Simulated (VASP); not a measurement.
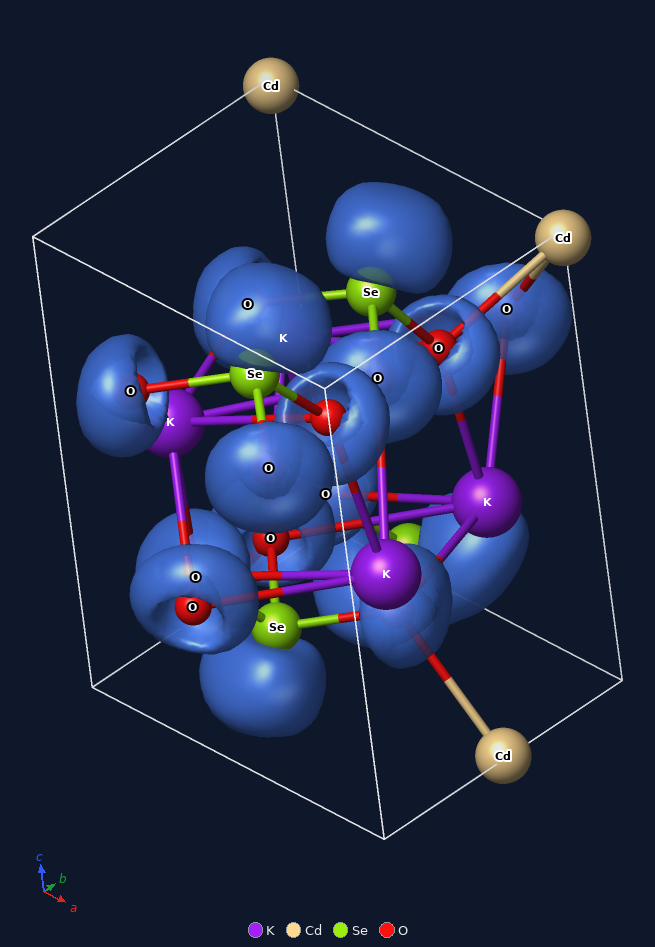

The picture shows: K₄Cd₂Se₄O₁₁ (cell with a defect). Isosurface of the electron localisation function at 0.8 (blue), seen slightly off an axis. Core shells and regions of very low density are left out. Sticks mark near contacts.

Not relaxed (largest force 0.8 eV/Å); computed pressure about 2 GPa in this cell.

Level of theory: Kohn-Sham DFT of a periodic cell, PBE, VASP PAW PBE potentials, recommended in VASP 6.6.1.

**Where are the electrons localised?**

At this value the surface marks out eleven regions wrapped around O (the valence shell of each) and four regions wrapped around Se (the valence shell of each), counted in one cell of 21 atoms. Any copies at cell faces, edges or corners count once.

Values along the shortest contacts:
Se–O (1.71 Å): the ELF peaks at about 0.75 between the atoms. Cd–O (2.26 Å): the ELF peaks at about 0.85 in the valence shell of O, 0.6 Å from its nucleus, and drops to about 0.10 between the two atoms; no shared electron pair shows on this line.

**Metal or insulator at this level of theory?**

It is gapped, with a Kohn–Sham gap of 1.6 eV on the k-point mesh (the band edges may lie off the mesh, which would make the gap smaller).
